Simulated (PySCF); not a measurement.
Ga(Cl)2(GeH3), SMILES [Ga]([Cl])([GeH3])[Cl] at its B3LYP/def2-SVP optimised geometry (Å):

```
7

Ga     0.8857    -0.0539     0.0000
Cl     2.0893    -1.3978    -1.2022
Cl     2.0646     1.2841     1.2340
Ge    -1.5628    -0.0539     0.0000
H     -2.0777     1.3978     0.0000
H     -2.0893    -0.8015    -1.2385
H     -2.0520    -0.7644     1.2779
```

Method: PySCF with B3LYP/def2-TZVP. Cells within 0.4 Å of a nucleus heavier than hydrogen are left out (blank, or x).

Map of the electron localisation function on the plane z = 0.0 Å:

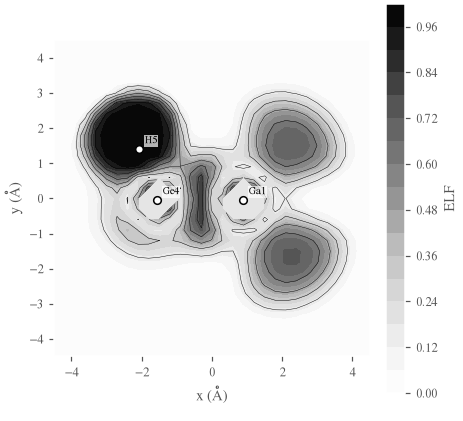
Fig. 1. Electron localisation function on the plane z = 0.0 Å.
